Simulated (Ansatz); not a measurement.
**F$_{2}$: one change and its effect**

System: F$_{2}$, SMILES FF.
Method of the first run: RKS PBE-D4/def2-SVPD (Ansatz 0.2.0).

The geometry comes from this level: PBE0-D4/def2-TZVPPD. Text and figures count atoms from 1; the logs count them from 0 in places.

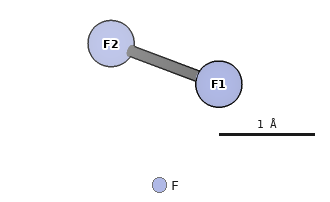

The structure as given in the input (ball-and-stick view, seen at a tilt; atoms are numbered from 1 in the order of the input). Bond lengths as drawn: F–F 1.38 Å.

## Input, the first run
```yaml
crystal:
  periodic: [false, false, false]
  atoms:
    - { symbol: F, position_ang: [0.0, 0.0, 0.01401728] }
    - { symbol: F, position_ang: [0.0, 0.0, 1.38940272] }
basis:
  gaussian: { orbitals: def2-SVPD }
hamiltonian:
  xc: pbe
  dispersion: d4
```

Command:
```bash
ansatz run input.yaml --threads 2 --pin off --max-ram 5120MiB --backend cpu --events-out ev --progress --plain --runs-dir out
```

Hardware: 2 threads of Intel Xeon (Sapphire Rapids), 64 GiB of memory available, shared host.

## Output (the first run)
```
Engine: ansatz 0.2.0, x86_64-unknown-linux-gnu
Functional definition: PBE
  parameter kappa = 0.804
  parameter beta = 0.06672455060314922
  exchange = pbe_x(kappa = kappa, mu = beta*pi^2/3)
  correlation = pbe_c(beta = beta)
370 factors; their error is unknown
mean field evaluation 1: about -5419.8924 eV, gradient 1.5e1 eV
mean field evaluation 2: about -5420.0252 eV, gradient 1.0e1 eV
mean field evaluation 4: about -5420.1799 eV, gradient 5.6e-1 eV
mean field evaluation 8: about -5420.1567 eV, gradient 1.3e-3 eV
mean field -5420.15671118 eV, -199.1870852217 hartree, gradient 1.0e-5 eV, S^2 0.000000; 0 other end points of the search recorded, 0 dependent functions left out
reference -5420.15674551 eV, -199.1870864835 hartree; 9, 9 occupied and 37, 37 virtual orbitals, 370 factors
Total energy: -5420.16193155 eV, -199.1872770669 hartree
```

The input of the second run differs as follows (lines with − go, lines with + come):
```diff
-  xc: pbe
+  xc: pbe0
```

How does the second run compare with the first run?

The total energies belong to different methods, so their difference says nothing on which is more stable or more accurate. The functional changes from PBE to PBE0.

## Output (the second run)
```
Engine: ansatz 0.2.0, x86_64-unknown-linux-gnu
Functional definition: PBE0
  parameter a = 0.25
  parameter kappa = 0.804
  parameter beta = 0.06672455060314922
  exchange = (1 - a)*pbe_x(kappa = kappa, mu = beta*pi^2/3) + a*exact_x
  correlation = pbe_c(beta = beta)
370 factors; their error is unknown
mean field evaluation 1: about -5419.4175 eV, gradient 1.4e1 eV
mean field evaluation 2: about -5419.6111 eV, gradient 6.2e0 eV
mean field evaluation 4: about -5419.6601 eV, gradient 6.8e-2 eV
mean field evaluation 8: about -5419.7008 eV, gradient 1.6e-4 eV
mean field -5419.70075130 eV, -199.1703290051 hartree, gradient 5.9e-7 eV, S^2 0.000000; 0 other end points of the search recorded, 0 dependent functions left out
reference -5419.70077761 eV, -199.1703299722 hartree; 9, 9 occupied and 37, 37 virtual orbitals, 370 factors
Total energy: -5419.70494305 eV, -199.1704830492 hartree
```

## The two runs side by side

```csv
quantity,the first run,the second run
outcome,converged,converged
total energy (hartree),−199.187277,−199.170483
basis functions,46,46
```
